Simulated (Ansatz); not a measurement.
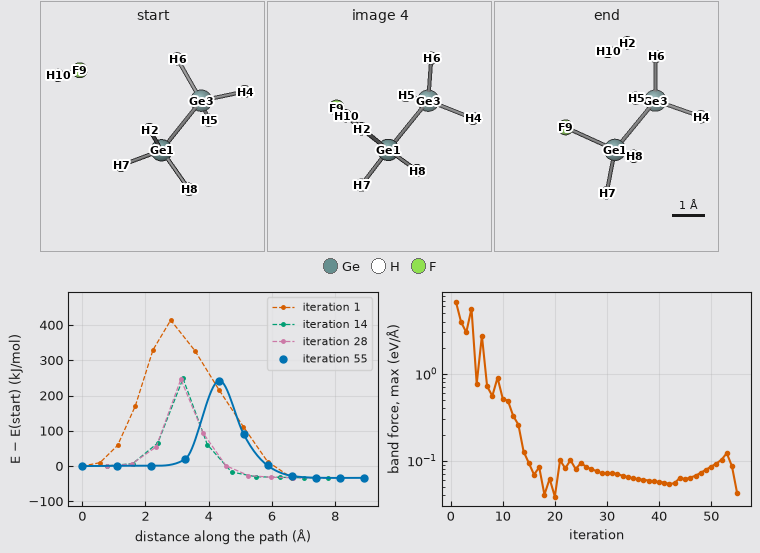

A nudged-elastic-band calculation for Ge$_{2}$H$_{7}$F, made up at the start of Ge₂H₆ and HF. Images are numbered from 0 (start) to 10 (end). The plot follows the band through its iterations. A ball-and-stick model, seen at a tilt.

The calculation used RHF/def2-mTZVP (Ansatz 0.2.0). Settings: 9 movable images; climbing image; force threshold 0.05 eV/Å; iteration limit 60; starting path through a guess of the saddle point.

> Did the band converge, and can the barrier be trusted?

The result is final at these settings. The band converged in 55 iterations. The largest component of the band force went from 6.8 to 0.042 eV/Å. The climbing image converged on the top of the path. Its vibrational analysis gives one imaginary mode (1586i cm⁻¹), as a transition state must have. The first iteration put the highest image at 413.7 kJ/mol. The highest point, image 4, lies 242.1 kJ/mol above the start and 275.4 kJ/mol above the end; the end is at −33.3 kJ/mol relative to the start.

Limits of the set-up: the start holds two separate molecules, 3.3 Å apart at their closest, whose relative position is a soft coordinate and is computed without a dispersion correction; Hartree-Fock leaves out electron correlation.
